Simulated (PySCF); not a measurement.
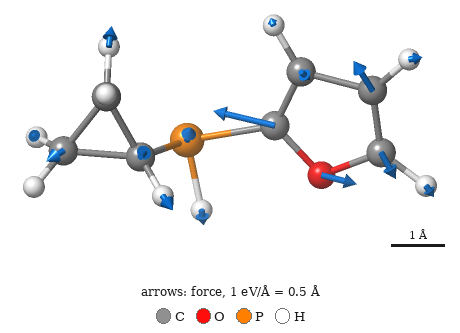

Starting geometry of C7H9OP with the computed forces as blue arrows. A ball-and-stick model, seen from a free direction.

The start comes from GFN2-xTB. Its atoms were then displaced at random by about 0.01 Å.

Theory: PBE0-D3(BJ)/def2-SVP geometry optimisation, gas phase in PySCF 2.14.0, density-fitted response routines. 

### Is this structure relaxed? If not, where do the atoms go?

It isn't relaxed: the largest force vector, on a C atom, is 2.45 eV/Å. The final displacements have little in common with the starting forces (cosine between the two patterns −0.05). The largest move after the best rigid fit is that of an H atom, 1.45 Å. By element the largest moves are H 1.45 Å, O 0.82 Å, C 0.73 Å, P 0.42 Å. Among the contacts that change: C–O 1.321 → 1.362 Å, C–P 1.848 → 1.813 Å, H–P 1.398 → 1.429 Å, C–C 1.337 → 1.364 Å. Bond angles that change, for instance: C–P–H 92.3° → 97.0°, O–C–P 116.5° → 120.6°, C–C–H 124.4° → 127.8°. Groups turn about C–P by about 60°. The energy falls by 5.99 kcal/mol in 11 geometry steps. The run took 3 min on 1 thread of Arm Neoverse V1, on a shared host.
